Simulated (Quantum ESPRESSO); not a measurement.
# Gap and tunnelling decay at a withheld lattice constant: SrTiO3, cubic perovskite type

**Set-up.** Quantum ESPRESSO 7.5 (pw.x, pwcond.x with ikind = 0), PBE, GBRV ultrasoft, cubic crystals. κ is the slowest decay along [001] at mid-gap among three points across the current.

| a (Å) | gap on the mesh (eV) | κ (1/Å) |
| --- | --- | --- |
| 3.780 | 2.066 | 0.246 |
| 4.021 | 1.714 | 0.236 |
| 4.142 | 1.532 | 0.232 |
| 4.263 | 1.358 | 0.223 |

One more run was made and is withheld. What are gap and κ at a = 3.901 Å?

**Worked estimate.** A line through the rows at 3.780 and 4.021 Å gives a gap of 2.066 + 0.502 × (1.714 − 2.066) = 1.89 eV and κ = 0.241 1/Å. The two-band model κ = 0.5123 √(m* E_g/4) needs m* = 0.446 at 3.780 Å; with that mass and the new gap, κ = 0.235 1/Å.

**The withheld run.** The gap is 1.893 eV and κ = 0.246 1/Å. The line misses the gap by −0.004 eV and κ by −2.0 %; the two-band estimate misses κ by −4.4 %.

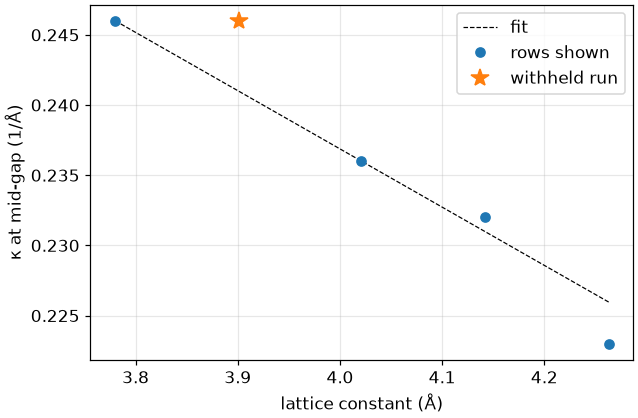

The rows shown, the fit and the withheld run.

**Limits.** The structure type is imposed. Local and semilocal gaps and decay constants are too small; no spin-orbit coupling. For an indirect gap m* is a fitting number alone.
